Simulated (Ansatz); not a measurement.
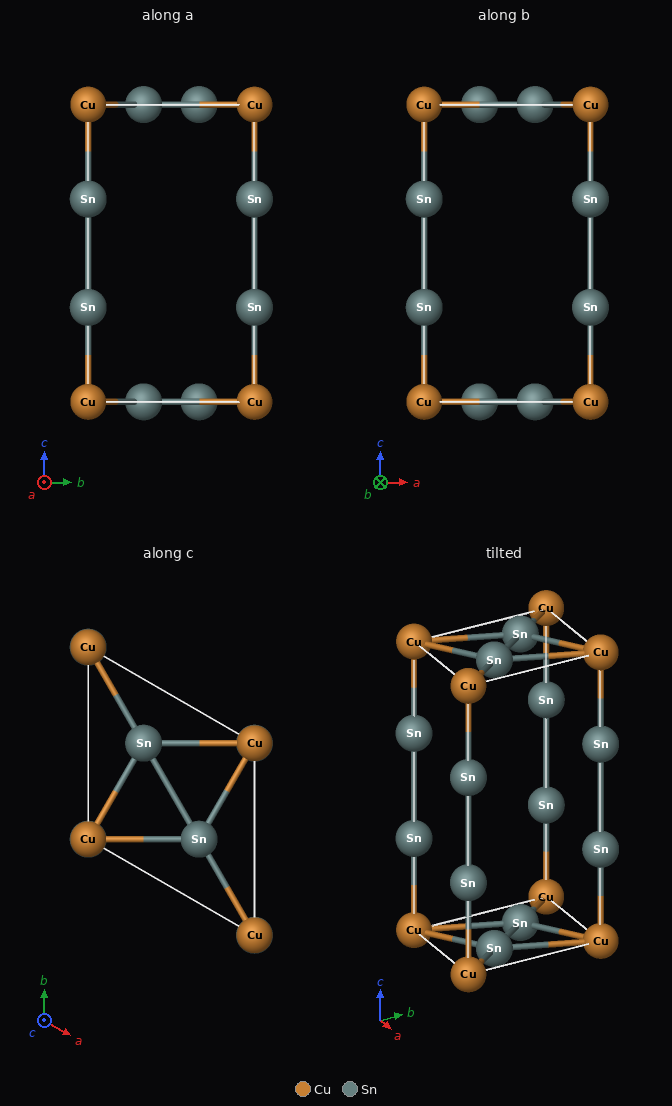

We look at a ball-and-stick model of the crystal along the a axis, along the b axis, along the c axis and slightly off an axis. The lines enclose the conventional unit cell; boundary atoms appear with their images.

Lattice parameters: a = 5.1211 Å, b = 5.1211 Å, c = 7.9281 Å, α = 90.000°, β = 90.000°, γ = 120.000°.

From the views, write a CIF with its space group and independent sites, with free fractional coordinates to two decimals.

```cif
data_structure
_symmetry_space_group_name_H-M 'P 6/m m m'
_symmetry_Int_Tables_number 191
_cell_length_a 5.1211
_cell_length_b 5.1211
_cell_length_c 7.9281
_cell_angle_alpha 90.000
_cell_angle_beta 90.000
_cell_angle_gamma 120.000
_cell_volume 180.06
loop_
_atom_site_label
_atom_site_type_symbol
_atom_site_symmetry_multiplicity
_atom_site_Wyckoff_symbol
_atom_site_fract_x
_atom_site_fract_y
_atom_site_fract_z
_atom_site_occupancy
Cu1 Cu 1 a 0.00 0.00 0.00 1
Sn1 Sn 2 c 0.3333 0.6667 0.00 1
Sn2 Sn 2 e 0.00 0.00 0.68 1
```

The starting point was a random cell made by a generator, so it need not be a real form of the compound. Earlier steps of the study, as a rule a relaxation of our own, may have changed the cell and positions, so they can lie some per cent off the listed ones. It was run through Ansatz as a DFT input.
